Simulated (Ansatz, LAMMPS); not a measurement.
# Gap against volume in amorphous HfO2 (66 atoms)

Density of this cell: 9.09 g/cm³. The cell holds 66 atoms: 22 Hf and 44 O. Cell: a = 9.303 Å, b = 9.647 Å, c = 9.440 Å, α = 87.5°, β = 90.5°, γ = 92.4°. The starting structure: 66 atoms (22 Zr, 44 O) placed at random at 5.13 g/cm³, melted at 5000 K for 10 ps at fixed volume with the Morse and Coulomb pair potential with partial charges (Pedone, Malavasi, Menziani, Cormack and Segre, J. Phys. Chem. B 110, 11780 (2006)). Quenched from 5000 K to 300 K at 5 K/ps and fixed volume, held 10 ps at zero pressure, then minimised at fixed cell. Then Zr was replaced by Hf and the cell scaled by 1.008 (the potential has no terms for the new elements, so the cell is a start for a DFT relaxation).

Calculated with Ansatz 0.2.0: Kohn-Sham DFT, PBE, PAW (set soft_1), plane waves; cutoff 420 eV, Γ point, fixed occupations. The relaxed cell was scaled evenly and the atoms were relaxed at each volume. The gap is that between the highest filled and the lowest empty Kohn-Sham level on the run's k-points.

| volume (Å³/atom) | gap (eV) |
| --- | --- |
| 11.531 | 3.877 |
| 12.043 | 3.949 |
| 12.428 | ? |
| 12.812 | 3.92 |
| 13.196 | 3.892 |
| 13.581 | 3.896 |

Task: Fit a straight line in ln V to the rows given and interpolate to the withheld row.

**Working.**

A volume deformation potential makes the spacing linear in u = ln(V/V0), with V0 = 12.812 Å³ the relaxed volume; v is the spacing.

```
u = ln(V/V0)  v (eV)
   -0.105360  3.8766
  -0.0618757  3.9491
           0    3.92
   0.0295595  3.8916
   0.0582687  3.8963
```

With n = 5: mean u = -0.0158814, mean v = 3.90672, Σ(u − ū)² = 0.017937, Σ(u − ū)(v − v̄) = -5.030e-4. Slope b = -5.030e-4 / 0.017937 = -0.028040; intercept a = v̄ − b ū = 3.9063.

At the withheld volume u = -0.03046, and v = a + b u.

Prediction at 12.428: 3.907 eV. The run gave 3.935 eV, so the fit is low by 0.028 eV (0.72 % of the value).

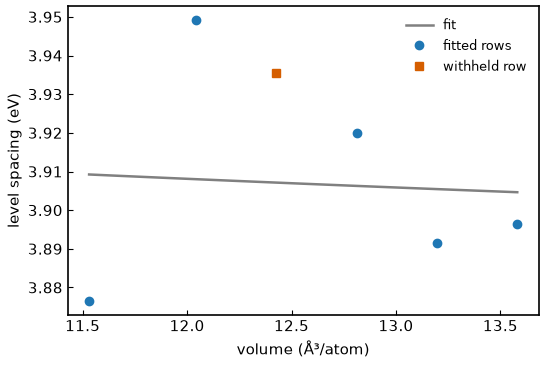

The fit, the rows that it rests on and the withheld row.

The rows follow a line only loosely (correlation 0.10 in size over all rows, under the 0.97 asked here), so the slope of -0.03 eV is a mean trend and no deformation potential. Among the rows given, the largest miss of the fit is at 12.043, by 0.041 eV (57 % of the range of the table).

Limits: The table spans 16 % in volume, wide for a linear law. Semilocal functionals tend to put gaps under measured ones. Only the Γ point is sampled. Atoms move by up to 0.5 Å in these relaxations, so the structure changes along the series. Defect or tail levels can set the spacing of a disordered cell. Spin–orbit coupling is left out, which matters for the levels of the heavy elements.

[Logs are printed without paths, hosts, clocks, repeated set-up lines and the standing remarks that a program may print on its own settings, such as how far it seeks lower states.]

[Hosts, paths, dates, database ids (printed as entryN), source tags and the programs' standing remarks are cut or masked in the printed files.]
